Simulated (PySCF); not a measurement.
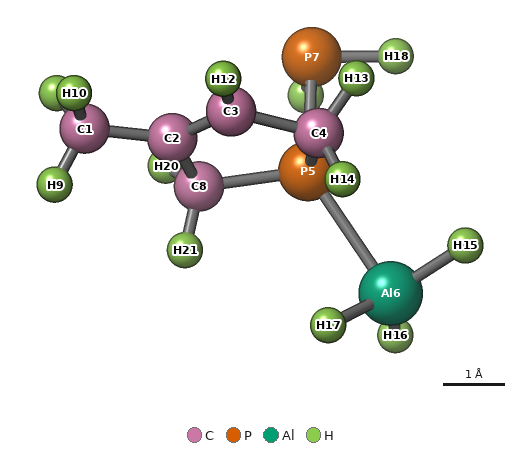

Figure 1. The input geometry (ball-and-stick view, seen at a tilt; atoms are numbered from 1 in the order of the input). Sticks mark near contacts. Bond lengths as drawn: Al–H 1.56 to 1.57 Å, Al–P 2.49 Å, C–C 1.32 to 1.55 Å, C–H 1.05 to 1.11 Å, C–P 1.83 to 1.84 Å, H–P 1.39 Å and P–P 2.17 Å.

**Geometry relaxation of C$_{5}$H$_{13}$AlP$_{2}$**

The run: geometry relaxation of C$_{5}$H$_{13}$AlP$_{2}$. Method and program: PBE0-D3(BJ)/def2-SVP geometry optimisation, gas phase (PySCF 2.14.0).

It belongs to a series of runs on one base structure; here: phosphine turned into its AlH3 adduct.

The program's output
```
step   0  E = -1122.43283048  max force = 0.046862
step   1  E = -1122.44668541  max force = 0.013435
step   2  E = -1122.44816681  max force = 0.009444
step   3  E = -1122.44976829  max force = 0.005363
step   4  E = -1122.45030408  max force = 0.005192
step   5  E = -1122.45085712  max force = 0.003634
step   6  E = -1122.45114718  max force = 0.002226
step   7  E = -1122.45131667  max force = 0.002198
step   8  E = -1122.45144638  max force = 0.001122
step   9  E = -1122.45148689  max force = 0.000480
step  10  E = -1122.45149937  max force = 0.000804
step  11  E = -1122.45152031  max force = 0.001148
step  12  E = -1122.45155893  max force = 0.001031
step  13  E = -1122.45158413  max force = 0.000562
step  14  E = -1122.45160158  max force = 0.000339
step  15  E = -1122.45160670  max force = 0.000450
optimisation converged
```

Trajectory as extended XYZ (Å, eV, eV/Å), 5 of the 16 frames kept, from step=0 to step=15
```
21
Properties=species:S:1:pos:R:3:forces:R:3 step=0 energy=-30542.95303
C    -2.7306   -1.2083   -0.2373   -1.0274   1.9792   0.4852
C    -1.4447   -0.5490    0.0672    0.2836  -0.4522  -1.0901
C    -1.1187    0.0295    1.2036    1.9857   0.9149   0.7715
C     0.3205    0.5882    1.3160   -2.4098   0.2576  -0.2480
P     0.9559    0.5639   -0.4118    0.3502  -0.6280   0.7004
Al    3.0599   -0.5673    0.2829    0.1806   0.3118  -0.5096
P     0.1798    2.4693   -1.0978   -1.0712   0.0216   0.1702
C    -0.3520   -0.5715   -0.9945   -1.0281   0.1413   0.0878
H    -2.6075   -2.2241   -0.4874    0.1979  -1.7595  -0.5057
H    -3.4226   -1.1275    0.6225    0.1594  -0.1356  -0.1609
H    -3.2281   -0.6883   -1.0818    0.0963  -0.2458   0.0341
H    -1.7489    0.0965    2.0729   -0.5376  -0.0442   0.4350
H     0.2788    1.6042    1.7358    0.3408   0.0425   0.0832
H     0.9105   -0.0509    1.9529    0.5904  -0.3299   0.5382
H     3.4434    0.4926    1.3699    0.1975   0.3358   0.3931
H     3.8465   -0.6250   -1.0596    0.5092  -0.1579  -0.4520
H     2.2985   -1.8458    0.7798   -0.3410  -0.4024   0.1359
H     1.2659    3.1689   -0.5952    0.7548   0.5681   0.3357
H     0.7567    2.3209   -2.3532    0.3455   0.0236  -0.8749
H    -0.7665   -0.2685   -1.9679    0.1245  -0.0282  -0.1699
H     0.0321   -1.5856   -1.0939    0.2989  -0.4126  -0.1592
21
Properties=species:S:1:pos:R:3:forces:R:3 step=4 energy=-30543.42851
C    -2.8185   -1.2125   -0.2627    0.0540   0.0276   0.0268
C    -1.5250   -0.5599    0.1008   -0.0091   0.0350  -0.0338
C    -1.2498    0.0422    1.2679   -0.2411  -0.0624  -0.0123
C     0.1171    0.6074    1.4736    0.2670   0.1003  -0.0121
P     0.9225    0.5018   -0.1963   -0.0560   0.0071  -0.0755
Al    3.1835   -0.4656    0.0500   -0.0202  -0.0037   0.0879
P     0.3558    2.4623   -1.0756    0.0428  -0.0517   0.0451
C    -0.3982   -0.5938   -0.9005    0.1431   0.0083  -0.0542
H    -2.6614   -2.2744   -0.5084    0.0117  -0.0618  -0.0009
H    -3.5481   -1.1548    0.5566   -0.0116   0.0233  -0.0197
H    -3.2553   -0.7473   -1.1626   -0.0088   0.0239   0.0374
H    -1.9964    0.0958    2.0663    0.0338   0.0160   0.0327
H     0.1391    1.6441    1.8514   -0.1069  -0.0188  -0.0347
H     0.7270    0.0184    2.1816   -0.0497  -0.0659   0.0109
H     3.7250    0.5997    1.1268    0.0289  -0.0086  -0.0246
H     3.8759   -0.5577   -1.3889   -0.0463   0.0375  -0.0333
H     2.5135   -1.8062    0.6573    0.0360   0.0018  -0.0069
H     1.5180    3.1167   -0.5621   -0.0053   0.0163   0.0061
H     0.9851    2.1778   -2.3271    0.0112  -0.0168   0.0036
H    -0.6983   -0.2604   -1.9087   -0.0392   0.0027   0.0307
H     0.0168   -1.6111   -1.0172   -0.0342  -0.0101   0.0267
21
Properties=species:S:1:pos:R:3:forces:R:3 step=8 energy=-30543.45960
C    -2.8413   -1.1967   -0.3214   -0.0102   0.0140   0.0014
C    -1.5603   -0.5577    0.0999   -0.0043  -0.0132  -0.0173
C    -1.3490    0.0650    1.2682    0.0418   0.0207   0.0152
C     0.0207    0.6140    1.5415   -0.0577   0.0033  -0.0181
P     0.9190    0.4531   -0.0734    0.0278  -0.0308   0.0212
Al    3.2264   -0.4179   -0.0290   -0.0038   0.0138  -0.0156
P     0.4666    2.3922   -1.0397   -0.0034   0.0128  -0.0052
C    -0.3730   -0.6368   -0.8297   -0.0371   0.0095   0.0107
H    -2.6959   -2.2705   -0.5250    0.0013  -0.0063  -0.0032
H    -3.6182   -1.0934    0.4484    0.0023  -0.0035   0.0008
H    -3.2172   -0.7451   -1.2546    0.0028  -0.0024  -0.0034
H    -2.1307    0.1534    2.0289   -0.0070  -0.0031  -0.0112
H     0.0105    1.6619    1.8836    0.0152   0.0011   0.0143
H     0.5583    0.0314    2.3102    0.0131   0.0053   0.0071
H     3.9261    0.6706    0.9220   -0.0054   0.0105  -0.0026
H     3.5448   -0.3654   -1.6033    0.0061  -0.0148   0.0033
H     2.8483   -1.8435    0.6176    0.0036  -0.0044  -0.0026
H     1.5918    3.0425   -0.4449   -0.0016  -0.0007   0.0056
H     1.1993    2.0499   -2.2183    0.0055  -0.0008   0.0028
H    -0.6158   -0.3170   -1.8569    0.0068  -0.0093  -0.0054
H     0.0177   -1.6674   -0.9017    0.0044  -0.0016   0.0020
21
Properties=species:S:1:pos:R:3:forces:R:3 step=11 energy=-30543.46161
C    -2.8619   -1.1726   -0.3499    0.0080  -0.0066  -0.0027
C    -1.5792   -0.5534    0.0954   -0.0064   0.0041   0.0043
C    -1.3856    0.0852    1.2587   -0.0281  -0.0069  -0.0098
C    -0.0155    0.6138    1.5586    0.0590   0.0110   0.0131
P     0.9211    0.4142   -0.0325   -0.0375  -0.0038   0.0067
Al    3.2499   -0.4007   -0.0553   -0.0049   0.0008  -0.0195
P     0.5110    2.3481   -1.0295    0.0040  -0.0076  -0.0025
C    -0.3701   -0.6718   -0.7987    0.0302  -0.0003  -0.0174
H    -2.7321   -2.2520   -0.5358   -0.0010   0.0016   0.0016
H    -3.6560   -1.0447    0.3983   -0.0017   0.0031  -0.0008
H    -3.2034   -0.7279   -1.2995   -0.0030   0.0031   0.0032
H    -2.1883    0.2004    1.9934    0.0053   0.0065   0.0056
H    -0.0113    1.6664    1.8872   -0.0057  -0.0022  -0.0045
H     0.4956    0.0373    2.3506   -0.0116  -0.0100  -0.0060
H     3.9575    0.7561    0.8050   -0.0034   0.0017   0.0025
H     3.4422   -0.3700   -1.6526    0.0052  -0.0011   0.0040
H     3.0111   -1.8342    0.6339   -0.0010   0.0059   0.0135
H     1.5954    3.0011   -0.3653   -0.0020   0.0009   0.0000
H     1.3167    2.0099   -2.1607    0.0024   0.0010  -0.0007
H    -0.5759   -0.3731   -1.8403   -0.0021  -0.0004   0.0026
H     0.0071   -1.7095   -0.8386   -0.0056  -0.0009   0.0068
21
Properties=species:S:1:pos:R:3:forces:R:3 step=15 energy=-30543.46396
C    -2.8901   -1.1271   -0.3523   -0.0023   0.0051   0.0005
C    -1.5904   -0.5420    0.0894   -0.0002  -0.0031  -0.0012
C    -1.3799    0.1032    1.2462    0.0114   0.0021   0.0040
C     0.0074    0.5930    1.5410   -0.0231  -0.0006  -0.0081
P     0.9231    0.3768   -0.0572    0.0196   0.0061  -0.0026
Al    3.2656   -0.3925   -0.0335   -0.0006   0.0003   0.0038
P     0.5101    2.3050   -1.0639   -0.0041   0.0030   0.0007
C    -0.3815   -0.7067   -0.7998   -0.0124   0.0008   0.0064
H    -2.7918   -2.2102   -0.5342   -0.0003  -0.0026   0.0002
H    -3.6796   -0.9729    0.3959    0.0006   0.0001   0.0002
H    -3.2204   -0.6753   -1.3026    0.0007  -0.0012  -0.0008
H    -2.1772    0.2495    1.9812   -0.0027   0.0016  -0.0038
H     0.0427    1.6423    1.8767    0.0029  -0.0002   0.0040
H     0.5063   -0.0063    2.3235    0.0047   0.0003   0.0013
H     3.9110    0.8467    0.7612    0.0021  -0.0013  -0.0006
H     3.4989   -0.4631   -1.6225   -0.0020  -0.0018   0.0000
H     3.0598   -1.7757    0.7610    0.0000  -0.0008   0.0004
H     1.5599    2.9723   -0.3598    0.0025  -0.0012  -0.0024
H     1.3589    1.9890   -2.1697    0.0001  -0.0035  -0.0015
H    -0.5792   -0.4311   -1.8490    0.0005  -0.0026  -0.0008
H    -0.0256   -1.7525   -0.8094    0.0024  -0.0004   0.0004
```

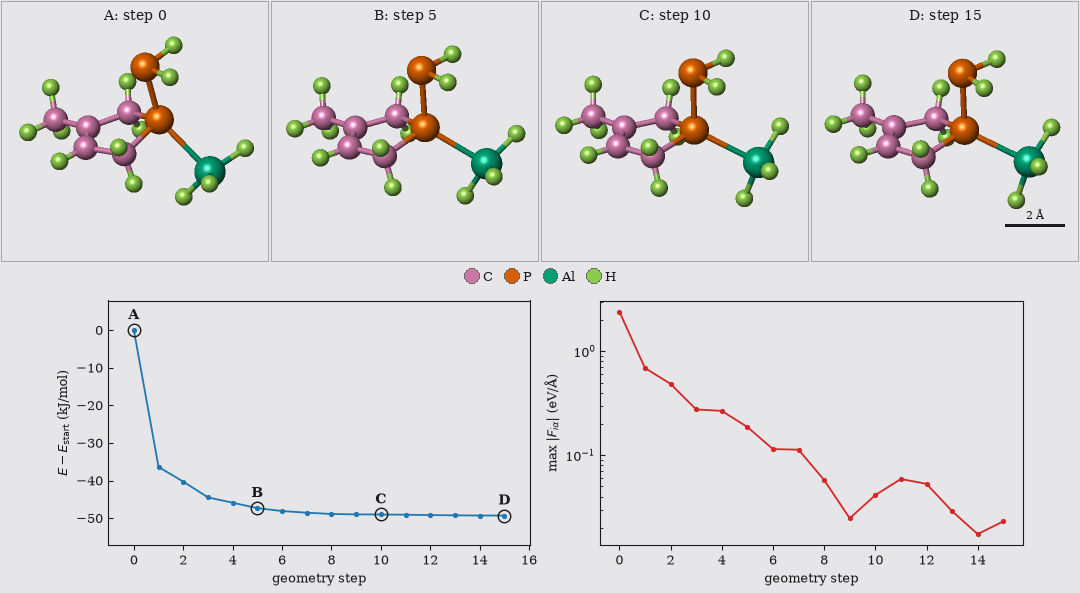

Figure 2. Frames of the relaxation (ball-and-stick view, seen at a tilt) above the curves, on which the letters mark them (steps are counted from 0).

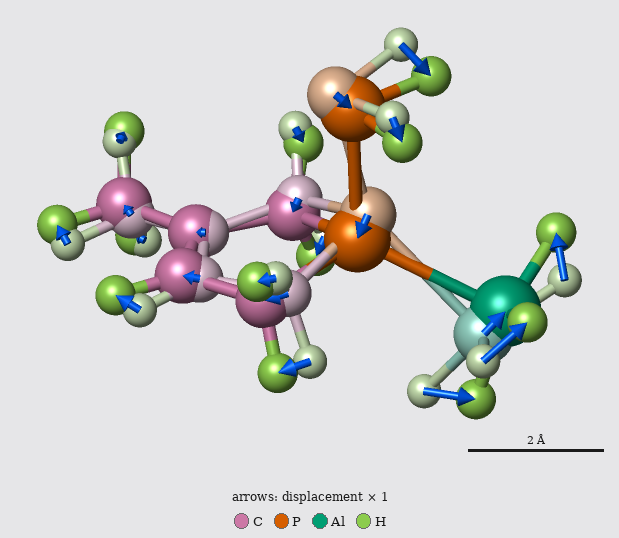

Figure 3. Start (faint) and end (solid) with the displacements as blue arrows, at true length (ball-and-stick view, seen at a tilt). The two geometries are laid on each other by the best rigid fit. H15 moves most after the best rigid fit: 0.88 Å. By element the largest moves are H 0.88 Å, Al 0.47 Å, P 0.39 Å, C 0.38 Å. Distances before and after: Al6–H16 1.557 → 1.608 Å, C1–H9 1.053 → 1.103 Å, C3–C4 1.548 → 1.500 Å, P5–P7 2.169 → 2.214 Å. Among the angles that change: C4–P5–Al6 92.1° → 119.8°, Al6–P5–P7 142.2° → 117.0°, P5–Al6–H17 92.8° → 98.7°. The energy falls by 49.3 kJ/mol in 15 geometry steps. The largest force component goes from 2.4 to 0.023 eV/Å. (Atoms are counted from 1 in the order of the input.)

The run was set up as follows.

Input
```
{"job": {"xc": "PBE0", "basis": "def2-SVP", "d3": "d3bj", "grid": 1, "shake": 0.01, "kind": "geom"}, "charge": 0, "multiplicity": 1}
C     -2.730620    -1.208310    -0.237340
C     -1.444690    -0.548950     0.067220
C     -1.118740     0.029470     1.203590
C      0.320500     0.588190     1.316020
P      0.955870     0.563860    -0.411850
Al     3.059900    -0.567320     0.282860
P      0.179820     2.469330    -1.097790
C     -0.351980    -0.571540    -0.994500
H     -2.607510    -2.224070    -0.487420
H     -3.422560    -1.127480     0.622530
H     -3.228080    -0.688250    -1.081790
H     -1.748930     0.096500     2.072890
H      0.278780     1.604250     1.735800
H      0.910470    -0.050900     1.952880
H      3.443400     0.492580     1.369880
H      3.846470    -0.625030    -1.059620
H      2.298500    -1.845830     0.779750
H      1.265890     3.168920    -0.595170
H      0.756720     2.320900    -2.353170
H     -0.766510    -0.268460    -1.967900
H      0.032130    -1.585580    -1.093870
```

The first line tells a small driver script what to run in PySCF; the rest is the geometry in Å.

Launch command:
```bash
OMP_NUM_THREADS=1 python <driver script> task.json out
```

Summary

- outcome: converged
- total energy: −1122.451607 hartree
- dipole moment: 5.36 D
- point group: C1
- hardware: 1 CPU thread, shared host
- wall time: 5.7 min
- peak memory: 0.84 GiB
